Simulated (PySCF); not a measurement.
C3H4F3O2S (charge −1)

```yaml
atoms:
  - { symbol: O, position_ang: [1.0593, -1.7960, -0.8435] }
  - { symbol: S, position_ang: [1.7616, -0.5192, -1.1807] }
  - { symbol: O, position_ang: [2.3269, 0.0265, 0.0824] }
  - { symbol: C, position_ang: [0.0429, 0.4973, -1.1012] }
  - { symbol: F, position_ang: [0.0615, 1.7202, -1.7821] }
  - { symbol: C, position_ang: [-0.2663, 0.7393, 0.3561] }
  - { symbol: C, position_ang: [-0.8053, -0.5199, 0.9902] }
  - { symbol: F, position_ang: [-0.8971, -0.3888, 2.3499] }
  - { symbol: F, position_ang: [-2.0937, -0.7701, 0.5957] }
  - { symbol: H, position_ang: [-0.7029, -0.1222, -1.6057] }
  - { symbol: H, position_ang: [0.6852, 0.9698, 0.8549] }
  - { symbol: H, position_ang: [-0.9705, 1.5672, 0.4862] }
  - { symbol: H, position_ang: [-0.1898, -1.3977, 0.7512] }
```

Geometry: GFN2-xTB, coordinate held.

Theory: PySCF, PBE0/pcSseg-1, SCF density, gas phase, non-relativistic.

What can the converged electron density and electron localisation function tell about the bonding?

Answer. C–F (1.37 Å): the density is about 2.2 e/Å³ at the midpoint, with its minimum of 1.7 e/Å³ about 0.5 Å from C; the ELF peaks at about 0.85 between the atoms, as expected for a shared but strongly polarised pair.
S–O (1.49 Å): the density is about 2.1 e/Å³ at the midpoint; the ELF peaks at about 0.80 between the atoms; a polar covalent bond.

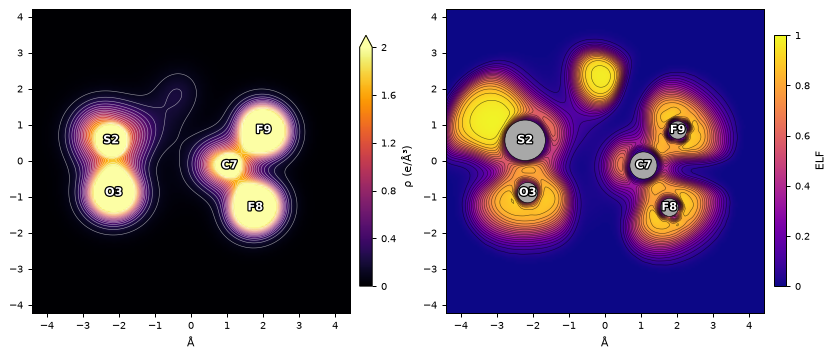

Computed electron density and electron localisation function on the plane of atoms F8, C7 and F9, in this order. Grey discs cover the atomic cores in the ELF map. 
